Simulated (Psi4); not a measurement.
# SiHF3 (SMILES F[SiH](F)F): M06-2X/def2-SVPD

What is the energy change on altering one bond length of SiHF3 at M06-2X/def2-SVPD? 

The results are computed with Psi4 1.11.

2 further runs of the same task are left out: 2 set aside as unsound or not needed.

### Step 1. Starting point

The species is SiHF3 (5 atoms), meant as a singlet with charge 0. As SMILES, `F[SiH](F)F`. Geometry: relaxed at PBE0-D4/def2-TZVP.

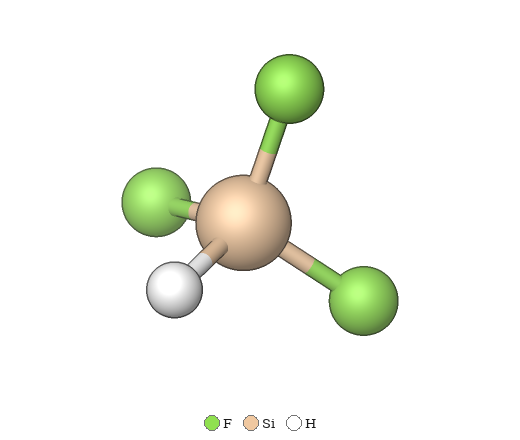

Viewed from a chosen angle; fluorine green, silicon light orange, hydrogen white.

### Step 2. Energy and gradient at M06-2X/def2-SVPD

The input, calc.dat:

```
memory 1600 MB

molecule {
  F     -0.447100    -0.082200     1.491300
  Si     0.040700     0.001700    -0.001800
  F     -0.597100     1.281400    -0.657200
  F     -0.495900    -1.263300    -0.767200
  H      1.499400     0.062400    -0.065100
  units angstrom
  symmetry c1
  no_reorient
  no_com
}

set globals {
  basis def2-SVPD
  puream true
  e_convergence 1e-09
  d_convergence 1e-08
  scf_type pk
  dft_radial_points 99
  dft_spherical_points 590
}

result = gradient('m06-2x')
print_variables()
```

Started as:

```sh
psi4 calc.dat calc.out -n 1
```

calc.out:

```text
[...]
  Running in c1 symmetry.
[...]
  Nuclear repulsion =  188.407850402666924
[...]
  Multiplicity = 1
[...]
  Nalpha       = 21
  Nbeta        = 21
[...]
    Number of basis functions: 101
[...]
   @RKS iter   1:  -589.29993310845725   -4.56029e-01   5.21018e-03 DIIS/ADIIS
[...]
   @RKS iter  10:  -589.38887280141785   -1.25056e-12   1.72764e-09 DIIS
[...]
    Orbital Energies [Eh]
    ---------------------
    Doubly Occupied:
       1A    -67.157540     2A    -25.284472     3A    -25.284441
       4A    -25.284401     5A     -5.679262     6A     -3.994486
       7A     -3.994484     8A     -3.991164     9A     -1.369754
      10A     -1.339251    11A     -1.339215    12A     -0.704534
      13A     -0.630923    14A     -0.630908    15A     -0.613526
      16A     -0.577817    17A     -0.577804    18A     -0.552563
      19A     -0.552546    20A     -0.536268    21A     -0.470492
[...]
  @RKS Final Energy:  -589.38887280141785
   => Energetics <=
    Nuclear Repulsion Energy =            188.4078504026669236
    One-Electron Energy =               -1193.8153349561532650
    Two-Electron Energy =                 441.1719306850282578
    DFT Exchange-Correlation Energy =     -25.1533189329597491
    Empirical Dispersion Energy =           0.0000000000000000
    VV10 Nonlocal Energy =                  0.0000000000000000
    Total Energy =                       -589.3888728014178469
[...]
 Multipole Moments:
 ------------------------------------------------------------------------------------
     Multipole            Electronic (a.u.)      Nuclear  (a.u.)        Total (a.u.)
 ------------------------------------------------------------------------------------
 L = 1.  Multiply by 2.5417464519 to convert [e a0] to [Debye]
 Dipole X            :         22.8553343          -22.2830836            0.5722507
 Dipole Y            :          0.9511115           -0.9272886            0.0238229
 Dipole Z            :         -0.9921822            0.9671618           -0.0250203
 Magnitude           :                                                    0.5732926
[...]
  -Total Gradient:
     Atom            X                  Y                   Z
    ------   -----------------  -----------------  -----------------
       1        0.008214336548     0.001221210678    -0.022741954037
       2       -0.028350101273    -0.001177382351     0.001157067304
       3        0.010601308577    -0.019398096132     0.010009265972
       4        0.008948718673     0.019331492215     0.011711901400
       5        0.000727664898     0.000027980353    -0.000032189235
[...]
```

It took 33 s on 1 thread of AMD EPYC 7R43 (Zen 3), shared host; peak memory 0.71 GiB.

### Step 3. The distorted shape: a single-point energy at M06-2X/def2-SVPD

The input, f3hsi.py:

```python
import psi4

psi4.set_memory('1600 MB')
psi4.set_num_threads(1)
psi4.core.set_output_file('run.log', False)

m = psi4.geometry("""
0 1
F      0.196830     1.435823     2.409794
Si     0.684630     1.519723     0.916694
F      0.046830     2.799423     0.261294
F     -0.495900    -1.263300    -0.767200
H      2.143330     1.580423     0.853394
symmetry c1
""")

psi4.set_options({
    'basis': 'def2-SVPD',
    'reference': 'rks',
    'puream': True,
    'e_convergence': 1e-09,
    'd_convergence': 1e-08,
    'scf_type': 'pk',
    'dft_radial_points': 99,
    'dft_spherical_points': 590,
})

e_tot, wfn = psi4.energy("m06-2x", molecule=m, return_wfn=True)
psi4.oeprop(wfn, "LOWDIN_CHARGES", "MULLIKEN_CHARGES", "WIBERG_LOWDIN_INDICES", title="M06-2X")
print(f'm06-2x energy: {e_tot:.10f} Eh')
for k, v in sorted(psi4.core.scalar_variables().items()):
    print(f'{k:45s} {v:18.10f}')
```

Started as:

```sh
python f3hsi.py
```

run.log:

```text
[...]
  Running in c1 symmetry.
[...]
  Nuclear repulsion =  151.166411406034456
[...]
  Multiplicity = 1
[...]
  Nalpha       = 21
  Nbeta        = 21
[...]
    Number of basis functions: 101
[...]
   @RKS iter   1:  -588.87584839732199   -5.68110e-01   7.29345e-03 DIIS/ADIIS
[...]
   @RKS iter  16:  -589.12626076579954   -1.11413e-11   6.15057e-09 DIIS
[...]
    Orbital Energies [Eh]
    ---------------------
    Doubly Occupied:
       1A    -67.260632     2A    -25.363898     3A    -25.363851
       4A    -25.118355     5A     -5.780528     6A     -4.095205
       7A     -4.094135     8A     -4.091163     9A     -1.434080
      10A     -1.413018    11A     -1.100412    12A     -0.764461
      13A     -0.693370    14A     -0.673463    15A     -0.658811
      16A     -0.630198    17A     -0.618201    18A     -0.571595
      19A     -0.361798    20A     -0.361772    21A     -0.334279
[...]
  @RKS Final Energy:  -589.12626076579954
   => Energetics <=
    Nuclear Repulsion Energy =            151.1664114060344559
    One-Electron Energy =               -1118.4620473321513145
    Two-Electron Energy =                 403.2129539937878917
    DFT Exchange-Correlation Energy =     -25.0435788334705869
    Empirical Dispersion Energy =           0.0000000000000000
    VV10 Nonlocal Energy =                  0.0000000000000000
    Total Energy =                       -589.1262607657995432
[...]
 Multipole Moments:
 ------------------------------------------------------------------------------------
     Multipole            Electronic (a.u.)      Nuclear  (a.u.)        Total (a.u.)
 ------------------------------------------------------------------------------------
 L = 1.  Multiply by 2.5417464519 to convert [e a0] to [Debye]
 Dipole X            :         -0.9449620            2.6216727            1.6767107
 Dipole Y            :          1.5886532            0.8994290            2.4880822
 Dipole Z            :          1.0741063            0.3877344            1.4618407
 Magnitude           :                                                    3.3374975
[...]
  Mulliken Charges: (a.u.)
   Center  Symbol    Alpha    Beta     Spin     Total
       1     F     4.76537  4.76537  0.00000 -0.53073
       2    SI     6.18436  6.18436  0.00000  1.63127
       3     F     4.76535  4.76535  0.00000 -0.53071
       4     F     4.80510  4.80510  0.00000 -0.61020
       5     H     0.47982  0.47982  0.00000  0.04036
   Total alpha = 21.00000, Total beta = 21.00000, Total charge = -0.00000
  Lowdin Charges: (a.u.)
   Center  Symbol    Alpha    Beta     Spin     Total
       1     F     4.67289  4.67289  0.00000 -0.34578
[...]
```

Standard output:

```text
m06-2x energy: -589.1262607658 Eh
CURRENT ENERGY                                   -589.1262607658
CURRENT REFERENCE ENERGY                         -589.1262607658
DD SOLVATION ENERGY                                 0.0000000000
DFT FUNCTIONAL TOTAL ENERGY                      -589.1262607658
DFT TOTAL ENERGY                                 -589.1262607658
DFT VV10 ENERGY                                     0.0000000000
DFT XC ENERGY                                     -25.0435788335
GRID ELECTRONS ALPHA                               21.0000003752
GRID ELECTRONS BETA                                21.0000003752
GRID ELECTRONS TOTAL                               42.0000007504
NUCLEAR REPULSION ENERGY                          151.1664114060
ONE-ELECTRON ENERGY                             -1118.4620473322
PCM POLARIZATION ENERGY                             0.0000000000
PE ENERGY                                           0.0000000000
SCF ITERATION ENERGY                             -589.1262607658
SCF ITERATIONS                                     16.0000000000
SCF TOTAL ENERGY                                 -589.1262607658
TWO-ELECTRON ENERGY                               403.2129539938
XC GRID RADIAL POINTS                              99.0000000000
XC GRID SPHERICAL POINTS                          590.0000000000
XC GRID TOTAL POINTS                           283900.0000000000
```

Wall time 38 s (1 thread of AMD EPYC 7R43 (Zen 3), shared host); peak memory 0.74 GiB.

### Step 4. Summary of results

Level: M06-2X/def2-SVPD.

| quantity | value |
| --- | --- |
| first shape: total energy | -589.38887 Eh |
| first shape: dipole moment | 1.46 D |
| first shape: HOMO energy | -12.80 eV |
| first shape: LUMO energy | 0.76 eV |
| first shape: HOMO–LUMO gap | 13.57 eV |
| first shape: largest force on an atom | 1.460 eV/Å |
| distorted shape: total energy | -589.12626 Eh |
| distorted shape: dipole moment | 8.48 D |
| distorted shape: HOMO energy | -9.10 eV |
| distorted shape: LUMO energy | -5.07 eV |
| distorted shape: HOMO–LUMO gap | 4.03 eV |
| energy change with the Si2–F4 bond stretched from 1.573 to 3.460 Å | 7.146 eV |

In words: With the Si2–F4 bond stretched from 1.573 to 3.460 Å the energy rises by 7.15 eV (689 kJ/mol). The first shape isn't relaxed at this level, so the change isn't measured from a minimum. A restricted reference can't describe the breaking bond well at this length. The largest force (first shape) is 1.46 eV/Å: the shape isn't a stationary point for this species at this level. Mulliken charges (distorted shape) run from -0.61 on F4 to +1.63 on Si2; in a basis this large or diffuse they mean little.
